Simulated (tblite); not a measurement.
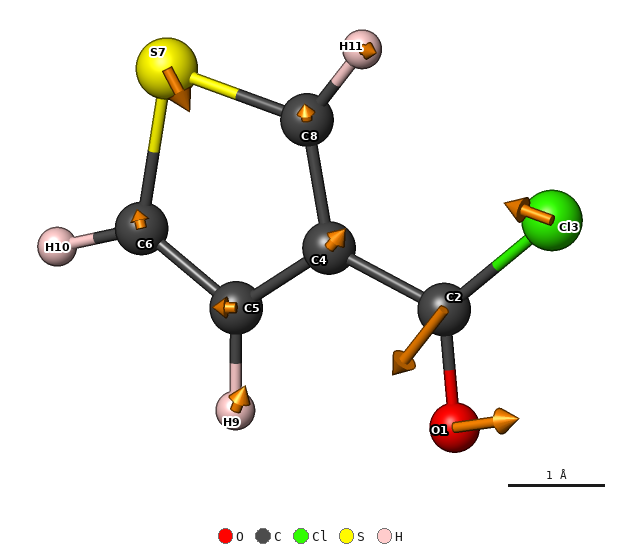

This is a relaxation of C$_{5}$H$_{3}$ClOS. The starting structure is drawn; orange arrows show the displacements, magnified 10 times. The two geometries are superimposed by the best rigid fit.

The picture is a ball-and-stick view, seen at a tilt.

Method: GFN2-xTB geometry optimisation, gas phase in tblite 0.8.0. 

Question: What did the optimiser do to the structure, and how much energy did it gain?

Answer: C2 moves most after the best rigid fit: 0.10 Å. Largest moves by element: C 0.10 Å, O 0.08 Å, Cl 0.06 Å, S 0.05 Å, H 0.03 Å. Near-neighbour distances that change, for instance: O1–C2 1.263 → 1.189 Å, C2–Cl3 1.714 → 1.781 Å, C6–S7 1.784 → 1.726 Å, C4–C5 1.379 → 1.428 Å. Among the angles between lasting bonds that change: O1–C2–C4 115.3° → 127.7°, Cl3–C2–C4 120.1° → 113.1°, C2–C4–C8 121.1° → 126.8°. Over 22 geometry steps the energy falls by 0.459 eV. Cost: 0.15 s on 1 thread of Arm Neoverse V1 (shared host).
